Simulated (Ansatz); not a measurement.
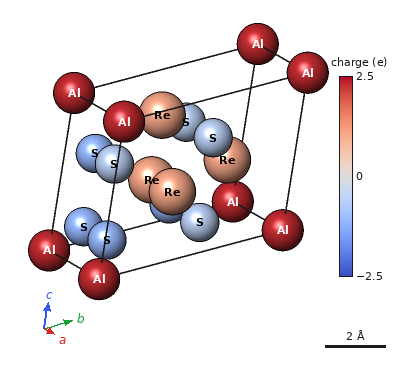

This spheres-only model is shown slightly off an axis. Atoms at the boundary of the simulation cell (the box) are drawn once for each face, edge or corner they touch. The atoms of this AlRe₄S₈ cell are coloured by their Bader charge.

Computational set-up: DFT, PAW plane waves, r2SCAN in Ansatz 0.2.0, a plane-wave cutoff of 500 eV, 6×6×6 k-points, Fermi-Dirac smearing of 0.1 eV, no spin polarisation.

Question: Give the charges by element.

Answer: Most positive: Al; most negative: S. Charges: about Al +2.3 e; Re +1.1 e; S -1.1 to -0.6 e.

The structure is a generated cell, made by putting these elements into a known structure type (the compound may or may not exist in this form); no relaxation was done. It went into a calculation with Ansatz.
